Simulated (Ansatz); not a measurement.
# CuF3 (ReO3 type): response to moved atoms and strain

How does CuF3 (ReO3 type) push back when it is distorted? Each run changes the relaxed cell in one way. The cell was built by placing the elements on the sites of a structure type; the runs don't test whether it is the stable form.

Computed with Ansatz 0.2.0 (DFT PBE, scalar-relativistic, plane waves, PAW, unless a step's input says otherwise).

6 further runs of the same task are left out: 4 that didn't finish, 2 set aside as unsound or not needed. Runs told in other sessions of the task aren't counted.

## 1. The starting structure

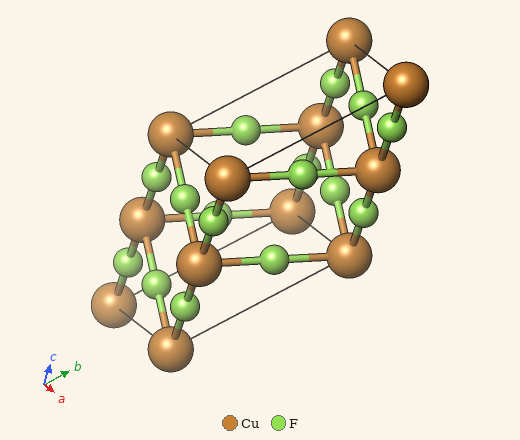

Start, viewed slightly off an axis; copper orange, fluorine green. Atoms on the faces are drawn again on the opposite ones.

Structure file:

```cif
data_structure
_symmetry_space_group_name_H-M 'P 1'
_symmetry_Int_Tables_number 1
_cell_length_a 5.3595
_cell_length_b 5.3595
_cell_length_c 7.5795
_cell_angle_alpha 45.000
_cell_angle_beta 45.000
_cell_angle_gamma 60.000
_cell_volume 108.86
loop_
_atom_site_label
_atom_site_type_symbol
_atom_site_fract_x
_atom_site_fract_y
_atom_site_fract_z
_atom_site_occupancy
Cu1 Cu 0.00000 0.00000 0.00000 1
F1 F 0.50000 0.00000 0.75000 1
F2 F 0.00000 0.00000 0.25000 1
F3 F 0.00000 0.50000 0.75000 1
Cu2 Cu 0.00000 0.00000 0.50000 1
F4 F 0.50000 0.00000 0.25000 1
F5 F 0.00000 0.00000 0.75000 1
F6 F 0.00000 0.50000 0.25000 1
```

An earlier run at PBE left this cell at 13.608 Å³/atom and 0.00 GPa (10×10×5 mesh). The large moments point both ways and cancel.

The changes: atom 5 (Cu) moved 0.05 Å along x; atom 8 (F) moved 0.05 Å along x; strain e3 = -0.01, atoms carried along; strain e6 = +0.01, atoms carried along.

## 2. Atom 5 (Cu) moved 0.05 Å along x

Input file input.yaml:

```yaml
crystal:
  lattice:
    - [3.7897726989, 0.0, 3.7897726989]
    - [0.0, 3.7897726989, 3.7897726989]
    - [0.0, 0.0, 7.5795453978]
  atoms:
    - { symbol: Cu, position: [0.0, 0.0, 0.0], spin: 0.78 }
    - { symbol: F, position: [0.5, 0.0, 0.75] }
    - { symbol: F, position: [0.0, 0.0, 0.25] }
    - { symbol: F, position: [0.0, 0.5, 0.75] }
    - { symbol: Cu, position: [0.0131934034, 0.0, 0.4934032983], spin: -0.78 }
    - { symbol: F, position: [0.5, 0.0, 0.25] }
    - { symbol: F, position: [0.0, 0.0, 0.75] }
    - { symbol: F, position: [0.0, 0.5, 0.25] }
basis:
  ecutwfc: 420
  ecutrho_ratio: 4
kpoints:
  mp_grid: { grid: [10, 10, 5] }
hamiltonian:
  xc: pbe
scf:
  occupations: { method: gaussian, width: 0.05 }
  lower_state_search: "off"
output:
  forces: true
  stress: true
  eigenvalues: true
  populations: true
  write_density: true
  write_potential: true
  elf: true
  volumetric_format: npy
magnetization:
  spin_polarized: true
checkpoint:
  read: start.run
  write: ck
  compress: false
  write_wavefunctions: false
  write_every: 100000
```

start.run holds the converged state of the cell before the atoms were moved.

Run with:

```sh
$ ansatz run input.yaml --threads 2 --pin off --max-ram 2662MiB --backend cpu --events-out ev --progress --plain --runs-dir out
```

Standard output (excerpt; [...] marks lines left out):

```text
Warning: checkpoint.read: the run can stay near the saved state's solution: 1 site(s) moved relative to the saved geometry (max |Δs| = 1.319e-2 fractional); the SCF starts from the saved state under `checkpoint.density_extrapolation: transplant`, in force with no word given. A run without [...]
Warning: RAYON_NUM_THREADS=2 ignored (pool sized by the plan → 2); use --threads N
[...]
Pseudopotentials: kind: paw
Pseudopotential: Cu, paw, valence charge 19, recommended cutoff 420 eV (normal), Cu.paw.azcp
Pseudopotential: F, paw, valence charge 7, recommended cutoff 420 eV (normal), F.paw.azcp
Functional definition: PBE
[...]
Crystal: 8 atoms, lattice volume = 108.860 Å³
Basis set: ecut = 420 eV, 2109 PW (Γ), exchange–correlation on 72×72×108 points (8 copies of the dense FFT grid, shifted against one another)
Bands: 49, of which v1, the nominal top of the filled ones, is band 40 counted from 1 (39 counted from 0)
Symmetry: 8 space group operations
Space group: I4mm (ITA 107), of the structure as read, at distance tolerance 4.8e-5 Å
Magnetic group: BNS 107.227 (UNI 887), of the structure as read, at distance tolerance 4.8e-5 Å
k-points: 63 of 500 (time reversal used)
[...]
Starting moments: Σ|m| = 1.56 μB on 2 of 8 sites; this step starts from the density that it was given
[...]
SCF iter   1: F=—  HF=-18094.465145 eV  |F-HF|=—  |Δ(HF+E_count)|=         —  Δρ=4.82e-3 (↑4.82e-3 ↓3.27e-3)  dr2=1.26e-2  dr2_m=2.88e-3  M=-0.000 μB ∫|m|=1.739 μB  β_m=0.30  ethr=1.56e-5  ⟨swp⟩=2.0  Hψ=36269  notcnv=0
[...]
spin=Collinear: Resta preconditioning applied to the charge; magnetization (m = ρ↑ − ρ↓) channel mixes plain (no charge-response kernel on spin).
[...]
SCF iter  10: F=-18094.472671 eV  HF=-18094.472671 eV  |F-HF|=6.05e-9  |Δ(HF+E_count)|=   1.85e-8  Δρ=2.93e-6 (↑2.91e-6 ↓2.93e-6)  dr2=6.98e-9  dr2_m=5.84e-9  M=-0.000 μB ∫|m|=1.743 μB  ethr=4.28e-11  ⟨swp⟩=5.0  Hψ=36308  notcnv=0
[...]
SCF converged after 10 iterations
Magnetization: -0.0000 μB (40.0000 up, 40.0000 down)
Absolute magnetization: 1.7388 μB (∫|ρ↑−ρ↓|, with the PAW one-centre terms)
Spin contamination: 0.7097 ħ² per cell (⟨S²⟩ above its minimum at these occupations)
[...]
Free energy (F): -18094.472671 eV
[...]
E sigma→0 (E₀):  -18094.472671 eV
Entropy (-TS):   -0.000000 eV (-0.000 meV/atom)
Fermi energy:    0.883071 eV
[...]
--- Forces (eV/Å), atoms counted from 1 ---
  atom   1  Cu     0.26106290     0.00000000     0.00000000
  atom   2  F      0.24793088    -0.00000000     0.00000000
  atom   3  F      0.00963513     0.00000000     0.00002672
  atom   4  F      0.00963513     0.00002672    -0.00000000
  atom   5  Cu    -0.94092121    -0.00000000     0.00000000
  atom   6  F      0.39339687    -0.00000000     0.00000000
  atom   7  F      0.00963513     0.00000000    -0.00002672
  atom   8  F      0.00963513    -0.00002672    -0.00000000
[...]
--- Stress (GPa, compression-positive) ---
        0.368821       0.000000       0.000000
        0.000000      -0.006593       0.000000
        0.000000       0.000000      -0.006593
  P = ⅓ Tr σ = 0.1185 GPa (1.185 kbar)
--- Band table (eV; the first three rows and the last of 126) ---
[...]
--- Löwdin populations: 8 sites ---
  site symbol       q [e]    m [muB]
     0     Cu     17.3074     0.6507
     1      F      7.5021     0.0159
     2      F      7.5033    -0.0001
     3      F      7.5033    -0.0001
     4     Cu     17.3069    -0.6519
     5      F      7.5044    -0.0143
     6      F      7.5033    -0.0001
     7      F      7.5033    -0.0001
  spilling = 0.004578 (of n_electrons = 80.000000)
```

It took 39 s on 2 threads of Arm Neoverse V2, shared host; peak memory 0.69 GiB.

This gives: volume 13.608 Å³/atom, pressure 0.12 GPa, mesh gap 0.33 eV, spin moments in the atoms' spheres Cu 0.70, -0.70 μB.

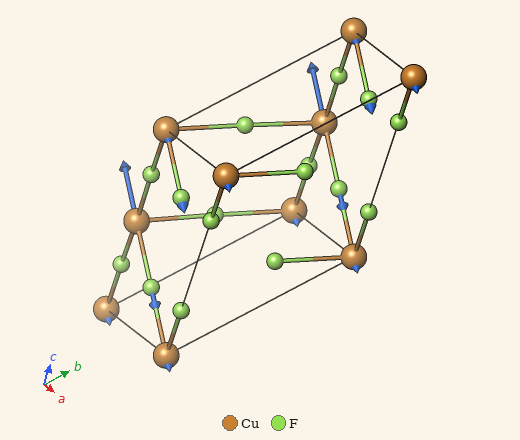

Forces on the atoms; the longest arrow is 0.94 eV/Å.

Axes a, b and c in the maps are those of this run's conventional cell (a, b, c = 5.360, 5.360, 7.580 Å).

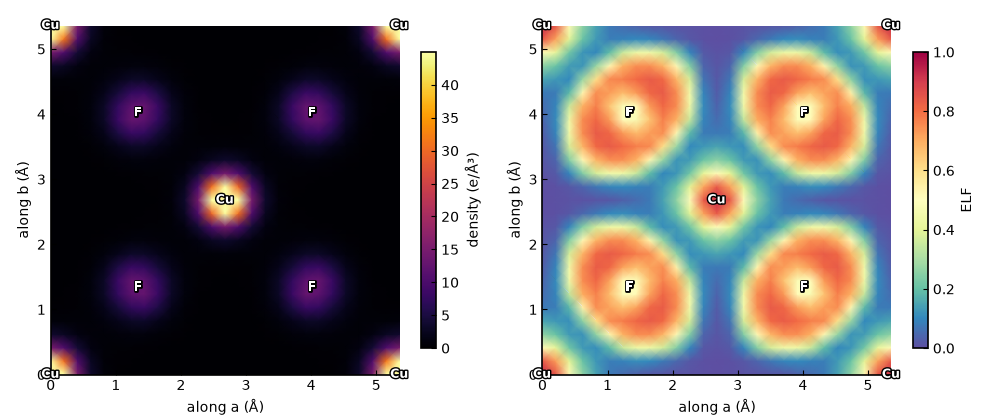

Density (left) and ELF (right) in a lattice plane of the grid's cell (edges 5.36 and 5.36 Å, at 0.000 of the third edge), which holds Cu and F. Only atoms in the plane are labelled; the density scale stops at 44.99 e/Å³. Both are smooth fields of the valence electrons: close to the nuclei they are not physical.

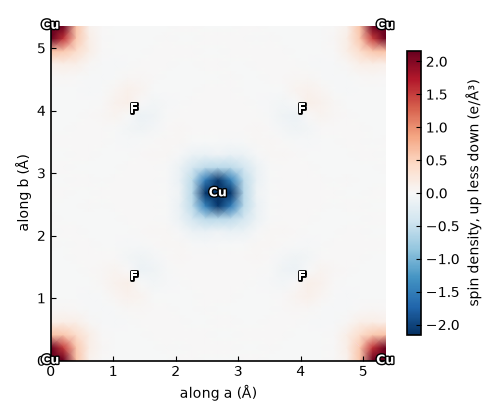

Spin density in a lattice plane of the grid's cell (edges 5.36 and 5.36 Å, at 0.000 of the third edge), which holds Cu and F.

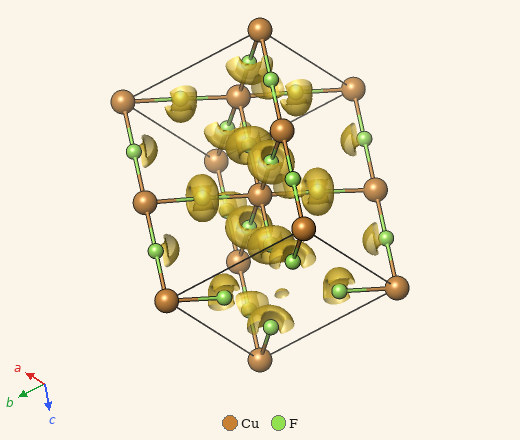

Surface of ELF = 0.79, drawn in one cell.

The highest ELF values outside the cores: 0.85 beside F, off the lines to its neighbours, 0.6 Å from F.

## 3. Atom 8 (F) moved 0.05 Å along x

Changes to input.yaml since step 2:

```diff
@@ -10,6 +10,6 @@
     - { symbol: F, position: [0.0, 0.5, 0.75] }
-    - { symbol: Cu, position: [0.0131934034, 0.0, 0.4934032983], spin: -0.78 }
+    - { symbol: Cu, position: [0.0, 0.0, 0.5], spin: -0.78 }
     - { symbol: F, position: [0.5, 0.0, 0.25] }
     - { symbol: F, position: [0.0, 0.0, 0.75] }
-    - { symbol: F, position: [0.0, 0.5, 0.25] }
+    - { symbol: F, position: [0.0131934034, 0.5, 0.2434032983] }
 basis:
@@ -29,6 +29,2 @@
   populations: true
-  write_density: true
-  write_potential: true
-  elf: true
-  volumetric_format: npy
 magnetization:
```

start.run holds the converged state of the cell before the atoms were moved.

Run with:

```sh
$ ansatz run input.yaml --threads 2 --pin off --max-ram 2662MiB --backend cpu --events-out ev --progress --plain --runs-dir out
```

Standard output (excerpt; [...] marks lines left out):

```text
Warning: checkpoint.read: the run can stay near the saved state's solution: 1 site(s) moved relative to the saved geometry (max |Δs| = 1.319e-2 fractional); the SCF starts from the saved state under `checkpoint.density_extrapolation: transplant`, in force with no word given. A run without [...]
Warning: RAYON_NUM_THREADS=2 ignored (pool sized by the plan → 2); use --threads N
[...]
Pseudopotentials: kind: paw
Pseudopotential: Cu, paw, valence charge 19, recommended cutoff 420 eV (normal), Cu.paw.azcp
Pseudopotential: F, paw, valence charge 7, recommended cutoff 420 eV (normal), F.paw.azcp
Functional definition: PBE
[...]
Crystal: 8 atoms, lattice volume = 108.860 Å³
Basis set: ecut = 420 eV, 2109 PW (Γ), exchange–correlation on 72×72×108 points (8 copies of the dense FFT grid, shifted against one another)
Bands: 49, of which v1, the nominal top of the filled ones, is band 40 counted from 1 (39 counted from 0)
Symmetry: 2 space group operations
Space group: Cm (ITA 8), of the structure as read, at distance tolerance 4.8e-5 Å
[...]
Fermi energy:    0.880500 eV
[...]
--- Forces (eV/Å), atoms counted from 1 ---
  atom   1  Cu     0.00975867    -0.00317837     0.00000000
  atom   2  F      0.03756050     0.05121759     0.00000000
  atom   3  F     -0.00870501    -0.00000000     0.00001381
  atom   4  F     -0.00430150     0.00001351     0.00000000
  atom   5  Cu     0.00975897     0.00317837     0.00000000
  atom   6  F      0.03753284    -0.05121760     0.00000000
  atom   7  F     -0.00870501    -0.00000000    -0.00001381
  atom   8  F     -0.07292149    -0.00001349     0.00000000
[...]
--- Stress (GPa, compression-positive) ---
        0.007118      -0.000001       0.000000
       -0.000001      -0.009178       0.000000
        0.000000       0.000000       0.000810
  P = ⅓ Tr σ = -0.0004 GPa (-0.004 kbar)
--- Band table (eV; the first three rows and the last of 312) ---
[...]
--- Löwdin populations: 8 sites ---
  site symbol       q [e]    m [muB]
     0     Cu     17.3073     0.6513
     1      F      7.5033    -0.0004
     2      F      7.5034     0.0000
     3      F      7.5032     0.0000
     4     Cu     17.3072    -0.6513
     5      F      7.5033     0.0004
     6      F      7.5034     0.0000
     7      F      7.5027     0.0000
  spilling = 0.004576 (of n_electrons = 80.000000)
```

It took 88 s on 2 threads of Arm Neoverse V2, shared host; peak memory 1.2 GiB.

In short: volume 13.608 Å³/atom, pressure 0.00 GPa, gap on the mesh 0.33 eV, spin moments in the atoms' spheres Cu 0.71, -0.71 μB.

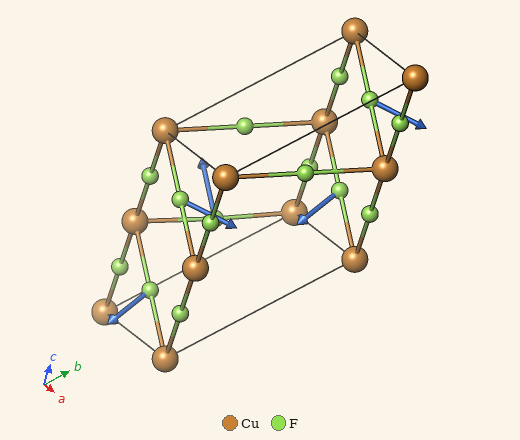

Forces on the atoms; the longest arrow is 0.07 eV/Å.

## 4. Strain e3 = -0.01, atoms carried along

Input file input.yaml:

```yaml
crystal:
  lattice:
    - [3.7897726989, 0.0, 3.7518749719]
    - [0.0, 3.7897726989, 3.7518749719]
    - [0.0, 0.0, 7.5037499438]
  atoms:
    - { symbol: Cu, position: [0.0, 0.0, 0.0], spin: 0.78 }
    - { symbol: F, position: [0.5, 0.0, 0.75] }
    - { symbol: F, position: [0.0, 0.0, 0.25] }
    - { symbol: F, position: [0.0, 0.5, 0.75] }
    - { symbol: Cu, position: [0.0, 0.0, 0.5], spin: -0.78 }
    - { symbol: F, position: [0.5, 0.0, 0.25] }
    - { symbol: F, position: [0.0, 0.0, 0.75] }
    - { symbol: F, position: [0.0, 0.5, 0.25] }
basis:
  ecutwfc: 420
  ecutrho_ratio: 4
kpoints:
  mp_grid: { grid: [10, 10, 5] }
hamiltonian:
  xc: pbe
scf:
  occupations: { method: gaussian, width: 0.05 }
output:
  forces: true
  stress: true
  eigenvalues: true
  populations: true
magnetization:
  spin_polarized: true
```

Run with:

```sh
$ ansatz run input.yaml --threads 2 --pin off --max-ram 2662MiB --backend cpu --events-out ev --progress --plain --runs-dir out
```

Standard output (excerpt; [...] marks lines left out):

```text
Warning: RAYON_NUM_THREADS=2 ignored (pool sized by the plan → 2); use --threads N
[...]
Pseudopotentials: kind: paw
Pseudopotential: Cu, paw, valence charge 19, recommended cutoff 420 eV (normal), Cu.paw.azcp
Pseudopotential: F, paw, valence charge 7, recommended cutoff 420 eV (normal), F.paw.azcp
Functional definition: PBE
[...]
Crystal: 8 atoms, lattice volume = 107.772 Å³
Basis set: ecut = 420 eV, 2101 PW (Γ), exchange–correlation on 72×72×108 points (8 copies of the dense FFT grid, shifted against one another)
Bands: 49, of which v1, the nominal top of the filled ones, is band 40 counted from 1 (39 counted from 0)
Symmetry: 16 space group operations
Space group: I4/mmm (ITA 139), of the structure as read, at distance tolerance 4.8e-5 Å
Magnetic group: BNS 139.540 (UNI 1200), of the structure as read, at distance tolerance 4.8e-5 Å
k-points: 63 of 500
[...]
Starting moments: Σ|m| = 1.56 μB on 2 of 8 sites
[...]
  atom   2  F     -0.00000000     0.00000000     0.00000000
  atom   3  F      0.00000000     0.00000000     0.00000000
  atom   4  F     -0.00000000    -0.00000000     0.00000000
  atom   5  Cu     0.00000000     0.00000000     0.00000000
  atom   6  F      0.00000000     0.00000000     0.00000000
  atom   7  F      0.00000000    -0.00000000    -0.00000000
  atom   8  F     -0.00000000     0.00000000     0.00000000
[...]
--- Stress (GPa, compression-positive) ---
        0.306106       0.000000       0.000000
        0.000000       0.306106       0.000000
        0.000000       0.000000       2.378382
  P = ⅓ Tr σ = 0.9969 GPa (9.969 kbar)
--- Band table (eV; the first three rows and the last of 126) ---
[...]
--- Löwdin populations: 8 sites ---
  site symbol       q [e]    m [muB]
     0     Cu     17.3050     0.6493
     1      F      7.5039    -0.0000
     2      F      7.5043     0.0000
     3      F      7.5039    -0.0000
     4     Cu     17.3050    -0.6493
     5      F      7.5039    -0.0000
     6      F      7.5043     0.0000
     7      F      7.5039    -0.0000
  spilling = 0.004575 (of n_electrons = 80.000000)
```

Run time: 19 s. Hardware: 2 threads of Arm Neoverse V2, shared host; peak memory 0.66 GiB.

Read off: volume 13.471 Å³/atom, pressure 1.00 GPa, mesh gap 0.33 eV, spin moments in the atoms' spheres Cu 0.70, -0.70 μB.

## 5. Strain e6 = +0.01, atoms carried along

Changes to input.yaml since step 4:

```diff
@@ -2,5 +2,5 @@
   lattice:
-    - [3.7897726989, 0.0, 3.7518749719]
-    - [0.0, 3.7897726989, 3.7518749719]
-    - [0.0, 0.0, 7.5037499438]
+    - [3.7897726989, 0.0189488635, 3.7897726989]
+    - [0.0189488635, 3.7897726989, 3.7897726989]
+    - [0.0, 0.0, 7.5795453978]
   atoms:
```

Run with:

```sh
$ ansatz run input.yaml --threads 2 --pin off --max-ram 2662MiB --backend cpu --events-out ev --progress --plain --runs-dir out
```

Standard output (excerpt; [...] marks lines left out):

```text
Warning: RAYON_NUM_THREADS=2 ignored (pool sized by the plan → 2); use --threads N
[...]
Pseudopotentials: kind: paw
Pseudopotential: Cu, paw, valence charge 19, recommended cutoff 420 eV (normal), Cu.paw.azcp
Pseudopotential: F, paw, valence charge 7, recommended cutoff 420 eV (normal), F.paw.azcp
Functional definition: PBE
[...]
Crystal: 8 atoms, lattice volume = 108.858 Å³
Basis set: ecut = 420 eV, 2105 PW (Γ), exchange–correlation on 72×72×108 points (8 copies of the dense FFT grid, shifted against one another)
Bands: 49, of which v1, the nominal top of the filled ones, is band 40 counted from 1 (39 counted from 0)
Symmetry: 8 space group operations
Space group: Immm (ITA 71), of the structure as read, at distance tolerance 4.8e-5 Å
Magnetic group: BNS 71.538 (UNI 636), of the structure as read, at distance tolerance 4.8e-5 Å
k-points: 93 of 500
[...]
Starting moments: Σ|m| = 1.56 μB on 2 of 8 sites
[...]
  atom   2  F     -0.00000000     0.00000000     0.00000000
  atom   3  F     -0.00000000     0.00000000    -0.00000000
  atom   4  F      0.00000000    -0.00000000     0.00000000
  atom   5  Cu     0.00000000     0.00000000     0.00000000
  atom   6  F      0.00000000    -0.00000000     0.00000000
  atom   7  F      0.00000000    -0.00000000     0.00000000
  atom   8  F     -0.00000000     0.00000000     0.00000000
[...]
--- Stress (GPa, compression-positive) ---
        0.001676      -0.261223       0.000000
       -0.261223       0.001676       0.000000
        0.000000       0.000000      -0.000623
  P = ⅓ Tr σ = 0.0009 GPa (0.009 kbar)
--- Band table (eV; the first three rows and the last of 186) ---
[...]
--- Löwdin populations: 8 sites ---
  site symbol       q [e]    m [muB]
     0     Cu     17.3071     0.6513
     1      F      7.5033     0.0000
     2      F      7.5033    -0.0000
     3      F      7.5033     0.0000
     4     Cu     17.3071    -0.6513
     5      F      7.5033     0.0000
     6      F      7.5033    -0.0000
     7      F      7.5033     0.0000
  spilling = 0.004576 (of n_electrons = 80.000000)
```

It took 23 s on 2 threads of Arm Neoverse V2, shared host; peak memory 0.81 GiB.

Read off: volume 13.607 Å³/atom, pressure 0.00 GPa, mesh gap 0.33 eV, spin moments in the atoms' spheres Cu 0.71, -0.71 μB.

## 6. The distortions side by side

| change | change of free energy (meV/atom) | largest force (eV/Å) | largest change of stress (GPa) |
| --- | --- | --- | --- |
| atom 5 (Cu) moved 0.05 Å along x | 2.92 | 0.941 | 0.37 |
| atom 8 (F) moved 0.05 Å along x | 0.23 | 0.073 | 0.01 |
| strain e3 = -0.01, atoms carried along | 0.99 | 0.000 | 2.38 |
| strain e6 = +0.01, atoms carried along | 0.10 | 0.000 | 0.26 |

Moving atom 5 by 0.05 Å meets a restoring force of 0.941 eV/Å along the move, a force constant of about 18.8 eV/Å². Moving atom 8 by 0.05 Å meets a restoring force of 0.073 eV/Å along the move, a force constant of about 1.5 eV/Å². The strain e3 = -0.01 changes that stress component by +2.38 GPa (compression positive), a ratio of 238 GPa; that is a secant over a finite strain with the atoms carried along, not the elastic constant. The strain e6 = +0.01 changes that stress component by -0.26 GPa (compression positive), a ratio of 26 GPa; that is a secant over a finite strain with the atoms carried along, not the elastic constant. No change lowers the energy by more than 0.5 meV/atom; other distortions weren't tried.
